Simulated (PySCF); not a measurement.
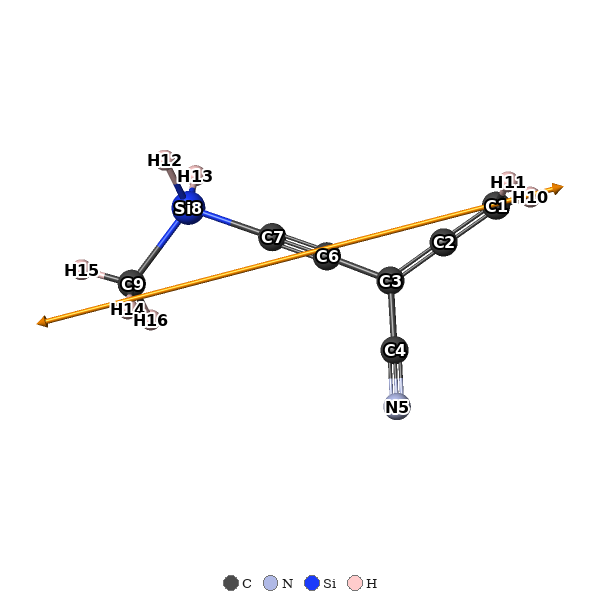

The double arrow shows the direction of the transition dipole to excited singlet state 2 (its length means nothing). Computed geometry: GFN2-xTB optimisation. No frequency run is at hand to confirm it as a minimum. Level of theory: TDDFT ωB97X-D/def2-SVPD, vertical, gas phase, core orbitals frozen in the response (PySCF 2.14.0).

### How is the transition polarised?

Close to the long direction C1···C9.

### Where does the transition lie, and how strong is it?

5.28 eV (235 nm), oscillator strength 0.37, mainly HOMO → LUMO (weight 0.85); transition dipole 4.28 D.

The geometry is semi-empirical. Around Si such bond lengths and angles can be off by a tenth of an ångström or more and by several degrees, and values that hang on the shape move with them.
